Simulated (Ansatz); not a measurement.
**C₄H₉BrSi: density, localisation and related maps**

```json
{"atom": "C", "x (Å)": "-1.4262", "y (Å)": "-1.4062", "z (Å)": "0.9137"}
{"atom": "C", "x (Å)": "-1.4707", "y (Å)": "-1.0700", "z (Å)": "-0.3724"}
{"atom": "Si", "x (Å)": "-0.5407", "y (Å)": "0.3674", "z (Å)": "-1.0852"}
{"atom": "Br", "x (Å)": "-2.0371", "y (Å)": "1.9100", "z (Å)": "-1.7129"}
{"atom": "C", "x (Å)": "0.6601", "y (Å)": "1.1375", "z (Å)": "0.1185"}
{"atom": "C", "x (Å)": "1.8730", "y (Å)": "0.2560", "z (Å)": "0.4110"}
{"atom": "H", "x (Å)": "-1.9858", "y (Å)": "-2.2484", "z (Å)": "1.3109"}
{"atom": "H", "x (Å)": "-0.8314", "y (Å)": "-0.8516", "z (Å)": "1.6341"}
{"atom": "H", "x (Å)": "-2.0924", "y (Å)": "-1.6632", "z (Å)": "-1.0410"}
{"atom": "H", "x (Å)": "0.1559", "y (Å)": "-0.0444", "z (Å)": "-2.3315"}
{"atom": "H", "x (Å)": "0.1218", "y (Å)": "1.3880", "z (Å)": "1.0387"}
{"atom": "H", "x (Å)": "0.9754", "y (Å)": "2.0936", "z (Å)": "-0.3115"}
{"atom": "H", "x (Å)": "2.5630", "y (Å)": "0.7491", "z (Å)": "1.0998"}
{"atom": "H", "x (Å)": "2.4287", "y (Å)": "0.0289", "z (Å)": "-0.5023"}
{"atom": "H", "x (Å)": "1.5845", "y (Å)": "-0.6974", "z (Å)": "0.8594"}
```

Geometry: PBE0-D4/def2-TZVP.

Theory: RKS PBE0-D4/def2-TZVPP (Ansatz 0.2.0).

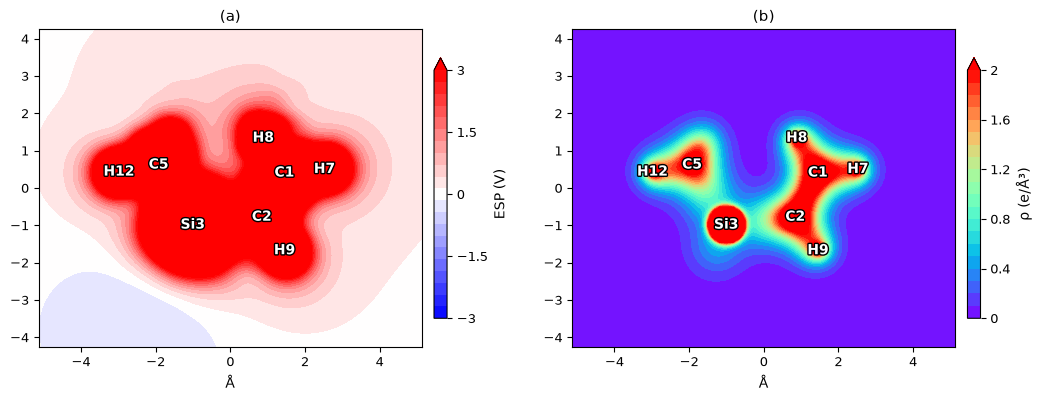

Figure 1. (a) electrostatic potential; (b) electron density on the plane of atoms H7, C1 and H8.

Interpret the plot.

- The section cuts through C, Si and H sites.
- C–C (1.33 Å): the density is about 2.4 e/Å³ at the midpoint.
- C–Si (1.85 Å): the density is about 1 e/Å³ at the midpoint.
- C–H (1.09 Å): ρ at the midpoint is about 2 e/Å³.
- Outside the dense part of the molecule the potential is most negative (−0.4 V) near H10, which lies off the plane.

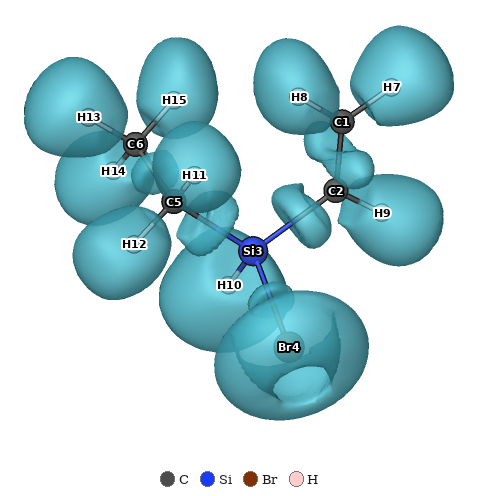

Figure 2. Isosurface of the electron localisation function at 0.8 (cyan), seen across its widest extent. Core shells and regions of very low density are left out.

Identify the bonds, lone pairs and shells in this picture.

At this value the surface marks out one region between bonded Br–Si atoms (shared pairs), two regions between bonded C–C atoms (shared pairs), two regions between bonded C–Si atoms (shared pairs), nine regions around hydrogen nuclei and one ring or bowl of non-bonding electrons around Br. Profiles from the grid: C–C (1.33 Å): the ELF peaks at about 0.95 between the atoms: a short, multiple covalent bond. C–Si (1.85 Å): the ELF peaks at about 0.95 between the atoms; localised, covalent bonding.

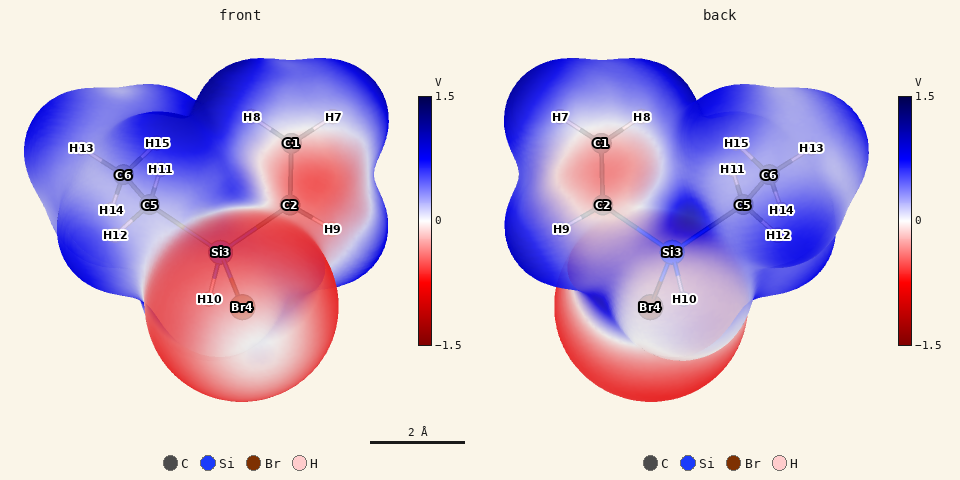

Figure 3. The electrostatic potential painted on the density surface at 0.002 e/bohr³, seen from the front and from behind; the colour scale runs from red (negative) to blue (positive).

Describe the electrostatic potential map.

The most negative region (about −0.7 V, or −16 kcal/mol for a unit charge) lies over Br4, the most positive (about +1.1 V, or +25 kcal/mol for a unit charge) over H8.
